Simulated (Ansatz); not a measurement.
# LuAs (Fm-3m): phonons and vibrational spectra, part 2 of 2

Task: relax LuAs (Fm-3m), then find its harmonic phonons.

Ansatz 0.2.0; DFT PBEsol, scalar-relativistic, plane waves, PAW; PAW set soft_1.

So far. Step 3 (Tight relaxation): The forces vanish by symmetry and the pressure is 0.006 GPa, within the tolerances set. The cell now holds 22.06 Å³/atom. The relaxed cell has a = 5.609 Å (conventional setting).

**4. Linear response at the zone centre**

The zone centre comes first: it holds the modes that light can see, as far as symmetry allows. No field response is asked, since the mesh shows no gap.

The input, input.yaml:

```yaml
crystal:
  lattice:
    - [0.0, 2.8047057303, 2.8047057303]
    - [2.8047057303, 0.0, 2.8047057303]
    - [2.8047057303, 2.8047057303, 0.0]
  atoms:
    - { symbol: Lu, position: [0.5, 0.5, 0.5] }
    - { symbol: As, position: [0.0, 0.0, 0.0] }
kpoints:
  mp_grid: { grid: [12, 12, 12] }
hamiltonian:
  xc: pbesol
  pseudopotentials: { kind: paw, azcp: { folder: soft_1 }, xc_functional: pbe }
scf:
  occupations: { method: methfessel_paxton, width: 0.2 }
output:
  eigenvalues: true
phonons:
  method: dfpt
```

On the command line:

```
> ansatz run input.yaml --threads 4 --pin off --max-ram 10240MiB --backend cpu --events-out ev --progress --plain --runs-dir out
```

Numbers of over 12 decimals in the logs are rounded to 6 here.

The program printed:

```text
[...]
Crystal: 2 atoms, lattice volume = 44.126 Å³
Basis set: ecut = 420 eV, 869 PW (Γ), exchange–correlation on 54×54×54 points (8 copies of the dense FFT grid, shifted against one another)
Bands: 24, of which v1, the nominal top of the filled ones, is band 20 counted from 1 (19 counted from 0)
Symmetry: 48 space group operations
k-points: 163 of 1728 (irreducible under 8 space group operations, time reversal used)
[...]
SCF iter   1: F=—  HF=-19428.704318 eV  |F-HF|=—  |Δ(HF+E_count)|=         —  Δρ=6.10e-2  dr2=1.75e0  ethr=3.10e-3  ⟨swp⟩=5.4  Hψ=18887  notcnv=0
[...]
SCF iter  11: F=-19428.068117 eV  HF=-19428.068117 eV  |F-HF|=3.64e-12  |Δ(HF+E_count)|=  7.28e-12  S|Δr|=    0.00e0  Δρ=3.11e-8  dr2=8.73e-14  ethr=1.00e-12  ⟨swp⟩=7.5  Hψ=23887  notcnv=0
SCF 1 converged in 11 iterations: F = -19428.068117 eV  dr2 = 8.73e-14
[...]
DFPT response loops at Γ: preconditioner auto → Kerker (q_TF=auto, 2.684 Å⁻¹) (partly filled bands, converged f_vac=0.000); β = 1.00, the filter's whole step (`scf.mixing.beta` (0.50) is not read by the response loops under this deck's `scf.mixing.preconditioner`; to damp them name `kerker` or `kerker_dos`, under which they read `scf.mixing.beta`, and type it under 1.00, their step now; both keys bind the ground state too); Broyden in place of MSR1
SCF converged after 11 iterations
[...]
Free energy (F): -19428.068117 eV
[...]
Internal energy: -19428.068885 eV  (E = F + TS)
E sigma→0 (E₀):  -19428.068309 eV
Entropy (-TS):   0.000768 eV (0.384 meV/atom)
Fermi energy:    13.633460 eV
[...]
--- Band table (eV; the first three rows and the last of 163) ---
  k-point 0: bands = [... 16 lower, 8.9892, 14.3702, 14.3702, 14.3702, 15.1299, 15.1299, 15.1299, 16.0972]
  k-point 1: bands = [... 16 lower, 8.9893, 13.4377, 13.8399, 13.8399, 15.3305, 15.3305, 15.4538, 16.6826]
  k-point 2: bands = [... 16 lower, 8.9896, 12.0780, 13.0636, 13.0636, 15.6301, 15.6935, 15.6935, 17.8466]
  k-point 162: bands = [... 16 lower, 8.9889, 10.8132, 10.8132, 10.8870, 16.7391, 16.7391, 17.1182, 18.8900]
--- Phonons (Γ-DFPT): 2 representative perturbations + reference, on 163 of 1728 k-points (Σ response iterations 7) ---
  k mesh reduced under 8 symmetry operations, with k and −k counted as one. Each operation leaves every solved perturbation unchanged. A smaller set is not used because it would not reduce the number of displacements times k-points to solve
  ASR residual: 1.254e-5 → 0.000e0 eV/Å²; symmetrization residual: 7.545e-6 eV/Å²
  ASR residual per site (eV/Å²): 1.25e-5 7.41e-6
  Γ frequencies (cm⁻¹): 0.00 0.00 0.00 175.60 175.60 175.60
  non-analytic LO–TO correction: not included (Born effective charges unavailable; polar crystals: no LO–TO splitting at Γ)
```

Wall time 19 s (4 threads of Arm Neoverse V1, shared host); peak memory 0.8 GiB.

This step gave:

| Property | Result |
| --- | --- |
| sum-rule residual before enforcement | 1.25e-5 eV/Å² |
| point group | m-3m |
| highest optical mode at the zone centre (no LO-TO term) | 175.6 cm⁻¹ |
| lowest optical zone-centre mode | 175.6 cm⁻¹ |

Patterns of degenerate modes are one choice out of their space. The modes at Γ (shares of kinetic energy by element, %):

| mode | frequency (cm⁻¹) | symmetry | Lu % | As % |
| --- | --- | --- | --- | --- |
| 1 | 0.0 | acoustic | 70 | 30 |
| 2 | 0.0 | acoustic | 70 | 30 |
| 3 | 0.0 | acoustic | 70 | 30 |
| 4 | 175.6 | T1u | 30 | 70 |
| 5 | 175.6 | T1u | 30 | 70 |
| 6 | 175.6 | T1u | 30 | 70 |

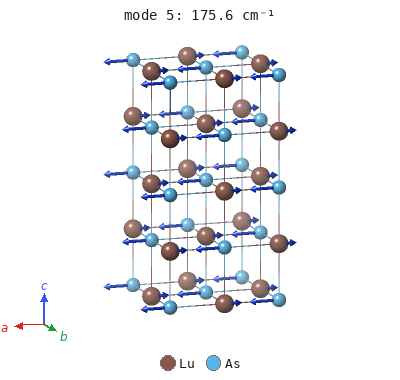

Displacement patterns of mode 5 at Γ; arrows are exaggerated. 1×1×2 conventional cells are drawn. Some periodic images of atoms are drawn too.

Before it was imposed, the acoustic sum rule was missed by 1.3e-5 eV/Å². Small misses are needed for a sound result but don't prove that mesh and cutoff are converged. The lowest optical mode is real, 176 cm⁻¹.

**5. The dispersion**

Stability and thermal properties need the whole zone. Linear response on a 4×4×4 q mesh gives force constants as far as a supercell of that size would.

Edit input.yaml of step 4 so:

```diff
@@ -19 +19,8 @@
   method: dfpt
+  qmesh: [4, 4, 4]
+  temperatures: { t_max: 1000, t_step: 50 }
+  qpath:
+    path:
+      - [[0.0, 0.0, 0.0], [0.5, 0.0, 0.5], [0.625, 0.25, 0.625]]
+      - [[0.375, 0.375, 0.75], [0.0, 0.0, 0.0], [0.5, 0.5, 0.5], [0.5, 0.25, 0.75], [0.5, 0.0, 0.5]]
+    npoints: 10
```

The program printed:

```text
[...]
Crystal: 2 atoms, lattice volume = 44.126 Å³
Basis set: ecut = 420 eV, 869 PW (Γ), exchange–correlation on 54×54×54 points (8 copies of the dense FFT grid, shifted against one another)
Bands: 24, of which v1, the nominal top of the filled ones, is band 20 counted from 1 (19 counted from 0)
Symmetry: 48 space group operations
k-points: 72 of 1728
[...]
SCF iter   1: F=—  HF=-19428.704350 eV  |F-HF|=—  |Δ(HF+E_count)|=         —  Δρ=6.10e-2  dr2=1.75e0  ethr=3.10e-3  ⟨swp⟩=5.4  Hψ=8311  notcnv=0
[...]
SCF iter  11: F=-19428.068117 eV  HF=-19428.068117 eV  |F-HF|=7.28e-12  |Δ(HF+E_count)|=  1.46e-11  S|Δr|=    0.00e0  Δρ=3.06e-8  dr2=1.08e-13  ethr=1.00e-12  ⟨swp⟩=7.5  Hψ=10670  notcnv=0
SCF 1 converged in 11 iterations: F = -19428.068117 eV  dr2 = 1.08e-13
[...]
SCF iter   1: F=—  HF=-19428.068115 eV  |F-HF|=—  |Δ(HF+E_count)|=         —  Δρ=2.63e-7  dr2=1.50e-11  ethr=5.97e-9  ⟨swp⟩=6.4  Hψ=18046  notcnv=0
eigensolver tolerance schedule: the retry pair's looser diagonalisation over-reported the residual by 158622.26 of it (diagonalisation noise at 0.44 of the residual, at the tolerance the schedule requests for it); recorded, not acted on — ethr = c·dr2/N_el stays at c = 1.0e-1
[...]
SCF iter   2: F=—  HF=-19428.068117 eV  |F-HF|=—  |Δ(HF+E_count)|=   1.55e-6  S|Δr|=    0.00e0  Δρ=1.82e-7  dr2=1.23e-11  ethr=1.00e-12  ⟨swp⟩=4.4  Hψ=5846  notcnv=0
SCF iter   3: F=-19428.068117 eV  HF=-19428.068117 eV  |F-HF|=3.64e-12  |Δ(HF+E_count)|=  3.64e-12  S|Δr|=    0.00e0  Δρ=1.00e-7  dr2=2.96e-12  ethr=1.00e-12  ⟨swp⟩=5.1  Hψ=7816  notcnv=0
SCF 2 converged in 3 iterations: F = -19428.068117 eV  dr2 = 2.96e-12
phonons: the bands overlap, so this run is a metal and interpolates without the dipole-dipole term. If the crystal is really an insulator or semiconductor, its LO-TO splitting is missing
NSCF: frozen V_eff on 72 k-points
[...]
DFPT response loops at q = (0, 0, 0) (fractional): preconditioner auto → Kerker (q_TF=auto, 2.684 Å⁻¹) (partly filled bands, converged f_vac=0.000); β = 1.00, the filter's whole step (`scf.mixing.beta` (0.50) is not read by the response loops under this deck's `scf.mixing.preconditioner`; to damp them name `kerker` or `kerker_dos`, under which they read `scf.mixing.beta`, and type it under 1.00, their step now; both keys bind the ground state too); Broyden in place of MSR1
[...]
SCF converged after 11 iterations
[...]
Free energy (F): -19428.068117 eV
[...]
Internal energy: -19428.068885 eV  (E = F + TS)
E sigma→0 (E₀):  -19428.068309 eV
Entropy (-TS):   0.000768 eV (0.384 meV/atom)
Fermi energy:    13.633460 eV
[...]
--- Band table (eV; the first three rows and the last of 72) ---
  k-point 0: bands = [... 16 lower, 8.9892, 14.3702, 14.3702, 14.3702, 15.1299, 15.1299, 15.1299, 16.0972]
  k-point 1: bands = [... 16 lower, 8.9893, 13.4377, 13.8399, 13.8399, 15.3305, 15.3305, 15.4538, 16.6826]
  k-point 2: bands = [... 16 lower, 8.9896, 12.0780, 13.0636, 13.0636, 15.6301, 15.6935, 15.6935, 17.8466]
  k-point 71: bands = [... 16 lower, 8.9889, 10.8132, 10.8132, 10.8870, 16.7391, 16.7391, 17.1182, 18.8900]
--- Phonons (Γ-DFPT): 2 representative perturbations + reference (Σ response iterations 6) ---
  ASR residual: 2.813e-5 → 0.000e0 eV/Å²; symmetrization residual: 9.199e-6 eV/Å²
  ASR residual per site (eV/Å²): 1.55e-5 2.81e-5
  Γ frequencies (cm⁻¹): 0.00 0.00 0.00 175.60 175.60 175.60
--- Phonons (arbitrary-q DFPT): 8 irreducible q on the 4×4×4 mesh ---
  q = [0.0000, 0.0000, 0.0000] (star 1, of the zone-centre solve; hermiticity 3.09e-6, symmetrization 1.14e-11): -0.00 0.00 0.00 175.60 175.60 175.60
  q = [0.0000, 0.0000, 0.2500] (star 8, 2 solved perturbations on 936 of 1728 k-point pairs; hermiticity 3.50e-7, symmetrization 3.29e-12): 66.97 66.97 95.35 174.86 174.86 206.22
[...]
q = [0.0000, 0.2500, 0.2500] (star 6, 4 solved perturbations in 1608 linear systems a pass and spin channel, the states on 510 of 1728 k-point pairs; hermiticity 1.24e-6, symmetrization 2.04e-12): 52.50 52.50 110.41 181.50 181.50 189.42
[...]
sum rule: each row above includes the acoustic sum rule's correction from the zone centre's row sums; it moved no ω² by more than (0.32 cm⁻¹)²
  mesh force constants: q→R imaginary residual 4.16e-18; ASR residual 2.813e-5 → 0.000e0 eV/Å²; symmetrization residual 7.105e-15 eV/Å²
  interpolated dispersion: 62 rows × 6 modes
  density of states and harmonic sums: on the 20×20×20 q-mesh, interpolated from the force constants of a 4×4×4 supercell (no non-analytic term)
  largest difference from the sums on the solved wave vectors: F 1.31e-2 eV, S 1.71e-5 and C_V 4.01e-6 eV/K
  zero-point energy: 0.051603 eV/cell   skipped modes (ω ≤ 0): 3   left out of the sums: 6.25e-5 of the cell's modes: C_V's classical limit lies that fraction below 3 k_B per atom; for a crystal, a wire or a layer, F and S can be off by more, and a phonons.interpolated_qmesh denser along its periods is the remedy for the sampling
```

Run time: 10 min. Hardware: 4 threads; peak memory 4.4 GiB.

This step gave:

| Property | Result |
| --- | --- |
| sum-rule residual before enforcement | 2.81e-5 eV/Å² |
| lowest frequency on the path | 0 cm⁻¹ |
| highest frequency on the path or at a solved wavevector | 209.2 cm⁻¹ |
| mean frequency | 138.7 cm⁻¹ |
| Debye temperature (second moment) | 274 K |
| logarithmic mean frequency | 128.2 cm⁻¹ |
| lowest mode on the q mesh (acoustic modes at Γ apart) | 52.5 cm⁻¹ |
| zero-point energy per atom | 25.8 meV |
| heat capacity at 300 K | 23.94 J/(mol atoms K) |
| vibrational entropy at 300 K | 37.59 J/(mol atoms K) |
| edges of the widest gap between branches, on path and mesh | 149.2, 169.4 cm⁻¹ |

Frequencies (cm⁻¹) solved at each irreducible wavevector; negative means imaginary. Frequencies by wavevector, by row:

| q in reciprocal lattice units | star | mode 1 | mode 2 | mode 3 | mode 4 | mode 5 | mode 6 |
| --- | --- | --- | --- | --- | --- | --- | --- |
| 0 0 0 | 1 | 0 | 0 | 0 | 175.6 | 175.6 | 175.6 |
| 0 0 0.25 | 8 | 67 | 67 | 95.3 | 174.9 | 174.9 | 206.2 |
| 0 0 -0.5 | 4 | 97.5 | 97.5 | 149.2 | 169.4 | 169.4 | 200.1 |
| 0 0.25 0.25 | 6 | 52.5 | 52.5 | 110.4 | 181.5 | 181.5 | 189.4 |
| 0 0.25 -0.5 | 24 | 86.8 | 93.6 | 113.8 | 175.6 | 186.4 | 198.1 |
| 0 0.25 -0.25 | 12 | 70.4 | 97 | 131.2 | 172.4 | 190.7 | 194.6 |
| 0 -0.5 -0.5 | 3 | 72.7 | 72.7 | 88 | 174.4 | 174.4 | 198.6 |
| 0.25 -0.5 -0.25 | 6 | 82.3 | 82.3 | 118.5 | 185.4 | 193.5 | 193.5 |

Interpolated from a 4×4×4 q mesh. Phonon branches along the path, in cm⁻¹:

```
    point  branch 1  branch 2  branch 3  branch 4  branch 5  branch 6
        Γ         0         0         0       176       176       176
        X        73        73        88       174       174       199
        U        85        91       107       175       194       196
jump to K        85        91       107       175       194       196
        Γ         0         0         0       176       176       176
        L        98        98       149       170       170       200
        W        82        82       118       185       194       194
        X        73        73        88       174       174       199
```

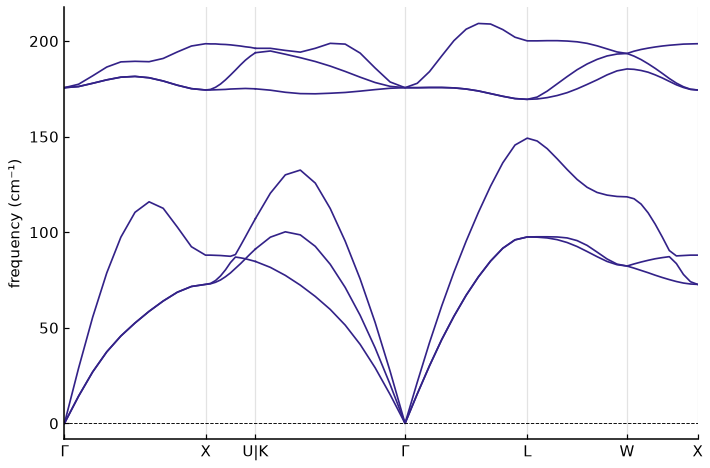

Phonon branches along the path.

The phonon density of states has structure finer than the step of the table below, so its rows give means over 10 cm⁻¹, whole bins alone (the curve runs from 1 to 209 cm⁻¹). Peaks (cm⁻¹: height): 97.0: 0.0888, 119.0: 0.0373, 175.0: 0.150, 197.0: 0.126.

Tetrahedra on a 20×20×20 mesh, mean over bins of 2 cm-1. Interpolated from a 4×4×4 q mesh. Phonon density of states against wavenumber; means over each step:

| wavenumber (cm⁻¹) | phonon density of states (1/cm⁻¹/cell) |
| --- | --- |
| 10 | 1.2e-4 |
| 20 | 7.2e-4 |
| 30 | 0.00193 |
| 40 | 0.00421 |
| 50 | 0.00860 |
| 60 | 0.0164 |
| 70 | 0.0313 |
| 80 | 0.0520 |
| 90 | 0.0649 |
| 100 | 0.0407 |
| 110 | 0.0201 |
| 120 | 0.0322 |
| 130 | 0.0208 |
| 140 | 0.00546 |
| 150 | 4.7e-4 |
| 160 | 0 |
| 170 | 0.0458 |
| 180 | 0.113 |
| 190 | 0.0639 |
| 200 | 0.0726 |

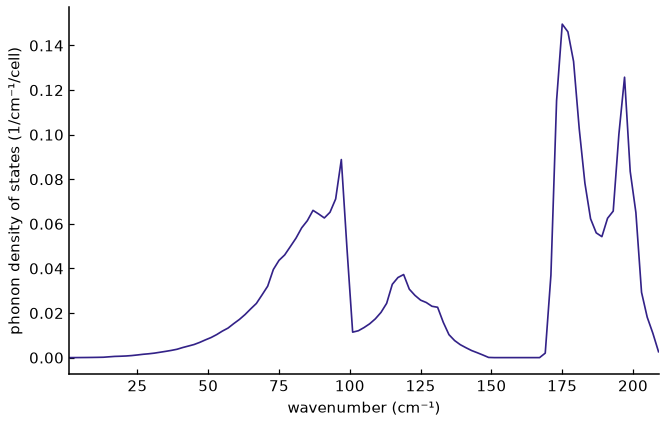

Phonon density of states, plotted against wavenumber.

The partial phonon density of states has structure finer than the step of the table below, so its rows give means over 10 cm⁻¹, whole bins alone (the curve runs from -10 to 225 cm⁻¹). Peaks (cm⁻¹: height): As 176.5: 0.120, 197.2: 0.0888; Lu 96.6: 0.0688, 118.8: 0.0341, 178.0: 0.0194.

Phonopy on the run's constants, 17x17x17 mesh, Gaussian sigma 2.0 cm-1. Interpolated from a 4×4×4 q mesh. Table of partial phonon density of states by wavenumber; means over each step; values in 1/cm⁻¹/cell:

```csv
wavenumber (cm⁻¹),As,Lu
0,1.8e-5,4.1e-5
10,2.5e-5,5.8e-5
20,2.3e-4,5.5e-4
30,6.2e-4,0.00158
40,0.00113,0.00309
50,0.00217,0.00649
60,0.00379,0.0129
70,0.00633,0.0252
80,0.00863,0.0427
90,0.00719,0.0570
100,0.00256,0.0389
110,0.00194,0.0182
120,0.00228,0.0290
130,0.00159,0.0191
140,5.2e-4,0.00542
150,3.7e-5,6.5e-4
160,3.8e-5,4.0e-7
170,0.0441,0.00402
180,0.0932,0.0163
190,0.0578,0.00995
200,0.0608,0.00793
210,0.00505,9.2e-4
220,7.0e-7,0
```

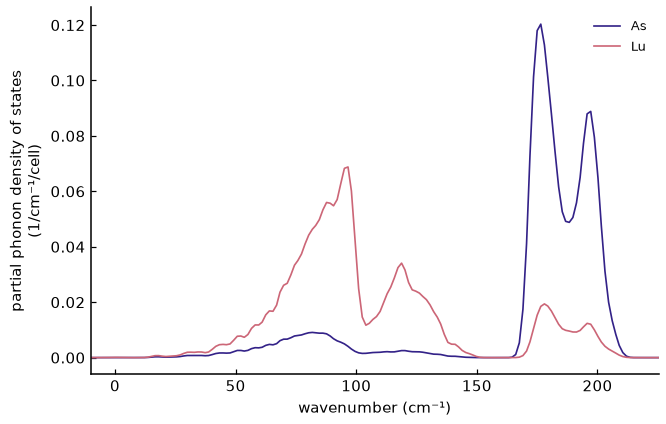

Partial phonon density of states against wavenumber.

Second derivatives of the energy by pair, one row for each kind of neighbour of each atom listed. Each entry sums the pair over the periodic images of the supercell that the q mesh stands for, and in a polar crystal it holds the long-range dipole part too. Force constants by pair, by row:

```
atom  neighbour  distance (Å)  third of the trace (eV/Å²)  along the pair's line (eV/Å²)
 Lu1     itself             0                        8.04                              –
 Lu1         As         2.805                      -1.091                         -2.624
 Lu1         Lu         3.966                     -0.0967                        -0.7915
 Lu1         As         4.858                     -0.0584                        -0.0409
 Lu1         Lu         5.609                     -0.1505                        -0.3838
 Lu1         As         6.272                      0.0456                         0.1538
 Lu1         Lu          6.87                      0.0119                         0.0212
 As2     itself             0                       8.553                              –
 As2         Lu         2.805                      -1.091                         -2.624
 As2         As         3.966                     -0.1167                        -0.4905
 As2         Lu         4.858                     -0.0584                        -0.0409
 As2         As         5.609                     -0.1312                        -0.3544
 As2         Lu         6.272                      0.0456                         0.1538
 As2         As          6.87                      0.0075                         0.0048
```

Harmonic thermodynamic functions per atom, from the density of states. Interpolated from a 4×4×4 q mesh. Thermodynamic functions, by row:

| T (K) | F_vib (meV/atom) | S (J/mol-atom/K) | C_V (J/mol-atom/K) |
| --- | --- | --- | --- |
| 0 | 25.8 | 0 | 0 |
| 50 | 25.15 | 4.356 | 8.975 |
| 100 | 20.45 | 13.75 | 17.85 |
| 200 | -1.8 | 28.09 | 22.77 |
| 300 | -36.13 | 37.59 | 23.94 |
| 400 | -78.86 | 44.55 | 24.37 |
| 500 | -128 | 50.01 | 24.57 |
| 600 | -182.2 | 54.5 | 24.68 |
| 700 | -240.7 | 58.31 | 24.75 |
| 800 | -302.9 | 61.62 | 24.8 |
| 900 | -368.3 | 64.54 | 24.83 |
| 1000 | -436.6 | 67.16 | 24.85 |

Harmonic mean-square displacement, third of the trace. Interpolated from a 4×4×4 q mesh. Mean square displacements, by row:

```
T (K)  Lu1 U_eq (Å²)  As2 U_eq (Å²)
    0        0.00104        0.00145
  100        0.00202        0.00214
  300        0.00546        0.00512
  600         0.0108        0.00998
```

Symmetry leaves 8 wavevectors to solve. The lowest mode among them, the acoustic zeros apart, lies at q = (0, 0.25, 0.25) and is real, 52.5 cm⁻¹.

**6. What came out**

- space group after relaxation (within 0.01 Å): Fm-3m
- volume per atom: 22.1 Å³
- electronic character: no gap on this mesh
- highest optical mode at the zone centre (no LO-TO term): 176 cm⁻¹
- lowest optical zone-centre mode: 176 cm⁻¹
- lowest mode on the q mesh (acoustic modes at Γ apart): 52.5 cm⁻¹
- highest frequency on the path or at a solved wavevector: 209 cm⁻¹
- zero-point energy per atom: 25.8 meV
- heat capacity at 300 K: 23.9 J/(mol atoms K)
- vibrational entropy at 300 K: 37.6 J/(mol atoms K)
- Debye temperature (second moment): 274 K
- imaginary modes on the 4×4×4 q mesh: none

The structure is a minimum as far as tested: no mode is imaginary at the 8 irreducible wavevectors of the 4×4×4 mesh, and the softest away from the acoustic zeros lies at 52 cm⁻¹. The optical modes at Γ form one degenerate level at 176 cm⁻¹. The highest mode in this list at Γ, 175.6 cm⁻¹, is mostly motion of As (70 % of the kinetic energy). On the path and the mesh, the widest gap between branches runs from 149 to 169 cm⁻¹. With no gap, or one that is small against the smearing, the frequencies hang on the k mesh and the smearing, most of all near Kohn anomalies. Spin-orbit coupling is left out, which can matter for the heavy elements here. The PAW files were made for PBE and serve the other functionals too. These are harmonic frequencies at zero temperature: anharmonic shifts, linewidths and thermal expansion are left out.

[Logs are printed without paths, hosts, clocks, repeated set-up lines and the standing remarks that a program may print on its own settings, such as how far it seeks lower states.]

[Hosts, paths, dates, database ids (printed as entryN), source tags and the programs' standing remarks are cut or masked in the printed files.]
